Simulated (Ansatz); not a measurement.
# F$_{3}$H$_{3}$SiZr···H$_{2}$O: what the fields show

Input file:

```
crystal:
  periodic: [false, false, false]
  atoms:
    - { symbol: Zr, position_ang: [0.0, 0.0, 0.0] }
    - { symbol: O, position_ang: [0.0, 0.0, 2.42] }
    - { symbol: H, position_ang: [-0.9095, -0.2814, 2.7571] }
    - { symbol: F, position_ang: [1.8671, 0.0, -0.6593] }
    - { symbol: F, position_ang: [-0.9326, 1.6157, -0.6593] }
    - { symbol: F, position_ang: [-0.9326, -1.6157, -0.6593] }
    - { symbol: Si, position_ang: [1.5188, -2.3064, 0.9176] }
    - { symbol: H, position_ang: [0.7001, -3.509, 0.7954] }
    - { symbol: H, position_ang: [2.722, -2.4528, 0.1037] }
    - { symbol: H, position_ang: [1.8974, -2.1161, 2.3147] }
    - { symbol: H, position_ang: [0.7523, -1.1424, 2.1872] }
basis:
  gaussian: { orbitals: def2-SVP }
hamiltonian:
  xc: pbe0
  dispersion: d4
relax:
  f_tol: 0.15
  max_steps: 25
  restrain:
    - { distance: [0, 6], at: 2.61, k: 30.0 }
    - { distance: [10, 1], at: 1.01, k: 30.0 }
    - { distance: [0, 1], at: 3.27, k: 30.0 }
    - { distance: [10, 6], at: 2.66, k: 30.0 }
output:
  orbitals: {}
```

Run with:

```sh
ansatz run input.yaml --threads 4 --pin off --max-ram 5120MiB --backend cpu --events-out ev --progress --plain --runs-dir out
```

The fields are those of the run's last geometry, not of the input's.

Core potentials replace the inner electrons of Zr; not at a stationary point (largest force 1.1 eV/Å).

The calculation used RKS PBE0-D4/def2-SVP (Ansatz 0.2.0).

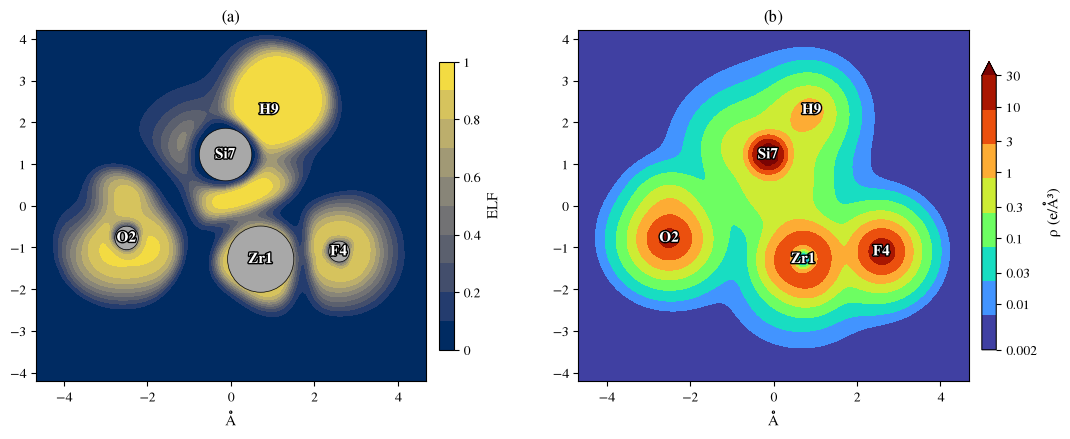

Figure 1. (a) ELF; (b) electron density on the plane of atoms F4, Zr1 and Si7. Grey discs cover the atomic cores in the ELF map.

Read the bonding off the picture.

- The section cuts through Zr, O, F, Si and H sites.
- Zr–F (1.89 Å): the density is about 0.96 e/Å³ at the midpoint; the ELF peaks at about 0.85 in the valence shell of F, 0.5 Å from its nucleus, and drops to about 0.25 between the two atoms.
- Zr–Si (2.64 Å): ρ at the midpoint is about 0.5 e/Å³; the ELF peaks at about 1 in the valence shell of Si, 1.1 Å from its nucleus, and is about 0.85 at the midpoint.
- Si–H (1.50 Å): ρ is about 0.74 e/Å³ halfway; the ELF climbs to about 1 towards the hydrogen, as it does in any bond to H.
- The ELF also peaks beside O2, away from the bonds: lone-pair regions.

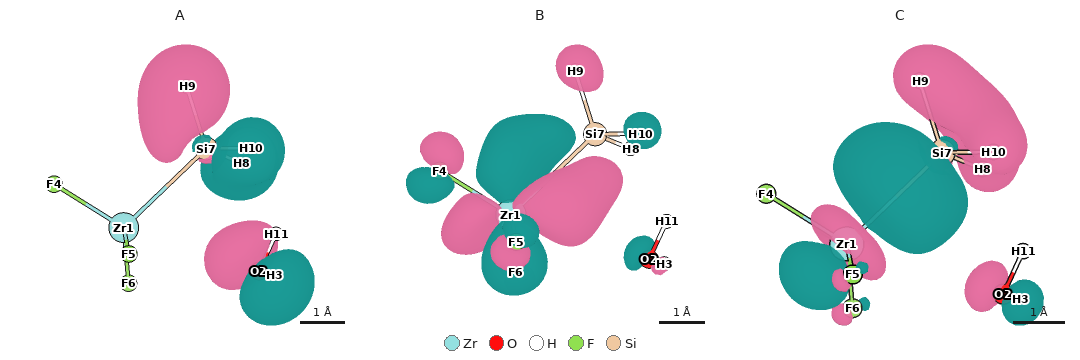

Figure 2. Three frontier orbitals at ±0.1 Å⁻³ᐟ² (teal and pink are the two phases), in no order.

Order the three orbitals by energy and name them.

A is the HOMO−1 (−9.42 eV). By Hirshfeld shares it lies mainly on O2 (about 40 %), Si7 (about 25 %), H9 (about 15 %), H8 (about 10 %) and H10 (about 5 %). C is the HOMO (−7.77 eV). It lies mainly on Si7 (about 45 %) and Zr1 (about 35 %). B is the LUMO (−1.94 eV). Its weight (Hirshfeld) is mainly on Zr1 (about 70 %) and F4 (about 10 %).

What is the HOMO–LUMO gap?

5.83 eV between the orbital energies.

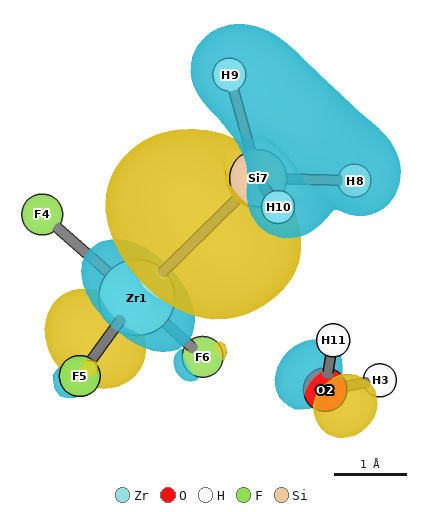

Figure 3. The HOMO at ±0.1 Å⁻³ᐟ² (yellow and cyan are the two phases), seen at an oblique angle.

What is the character of this orbital?

By Hirshfeld shares it lies mainly on Si7 (about 45 %) and Zr1 (about 35 %). Its energy is −7.77 eV.
